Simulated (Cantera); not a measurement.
Input: 1 mol Si3N4, 0.52 mol C, 0.094 mol H2, at 62.0 Pa.

Cantera equilibrium calculation (NASA polynomials, part measured and part estimated; ideal gas, pure solids and liquids). Candidate condensed phases: C, C6H6, C7H8, C8H18, Si, SiC, Si3N4; 105 gas species. Mutual solubility and eutectic melting of coexisting phases are not modelled. The tables' values for SiN are old estimates; treat these amounts as uncertain. The numbers say what is thermodynamically allowed, not how fast it happens.

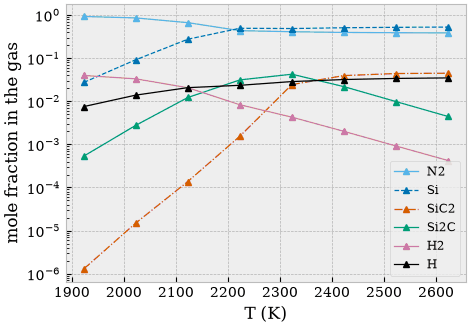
Figure: Equilibrium gas composition (values under 1e-9 drawn at 1e-9)

From 1923 K to 2123 K the condensed part is Si(l) + SiC(s). From 2223 K to 2323 K the condensed part is SiC(s). From 2423 K to 2623 K nothing is condensed. The main Si-bearing gas is Si throughout.
